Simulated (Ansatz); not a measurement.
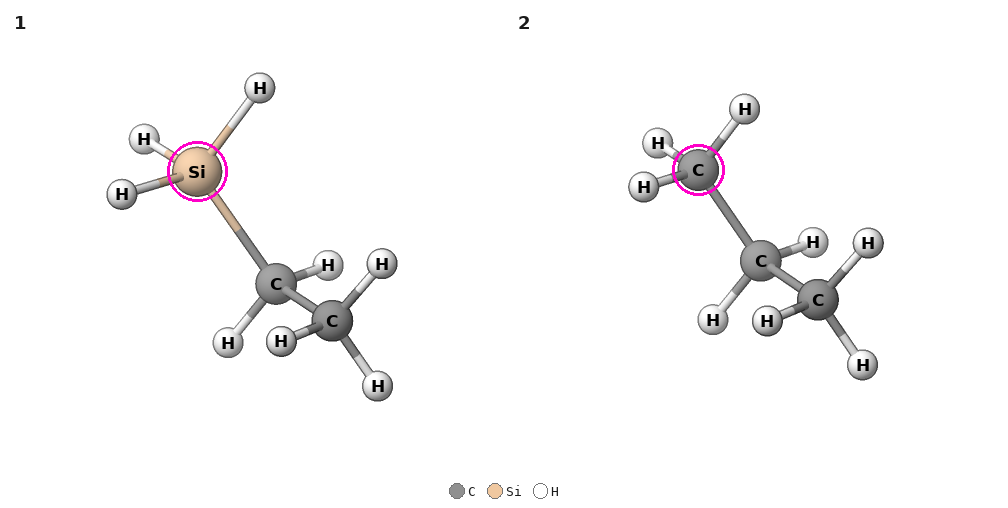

2 molecules with one skeleton, seen from the same side and at one scale; the atom that differs is circled. Charge 0, singlet. Computed geometries: PBE0-D4/def2-TZVP optimisations, one conformation each. Properties computed with Ansatz 0.2.0.

One atom differs, called X below: Si in panel 1, C in panel 2. Their formulas are C2H8Si (`CC[SiH3]`), C3H8 (`CCC`).

### In which is the dipole moment larger (r2SCAN-D4/def2-TZVPP)?

In panel 1 (X = Si).

### In which is the mean length of X–H larger (PBE0-D4/def2-TZVP)?

In panel 1 (X = Si).

Give the values. With PBE0-D4/def2-TZVP: length of X–C (Å), mean length of X–H (Å), mean angle H–X–H (°). With revPBE-D4/def2-TZVPP: HOMO energy (Kohn–Sham orbital) (eV), HOMO–LUMO gap (eV). With r2SCAN-D4/def2-TZVPP: dipole moment (D).

```tsv
quantity	1 (Si)	2 (C)	2 − 1
length of X–C (Å)	1.876	1.519	−0.357
mean length of X–H (Å)	1.489	1.093	−0.396
mean angle H–X–H (°)	108.3	107.6	−0.7
HOMO energy (Kohn–Sham orbital) (eV)	−7.21	−7.68	−0.47
HOMO–LUMO gap (eV)	7.21	8.27	+1.06
dipole moment (D)	0.94	0.09	−0.85
```
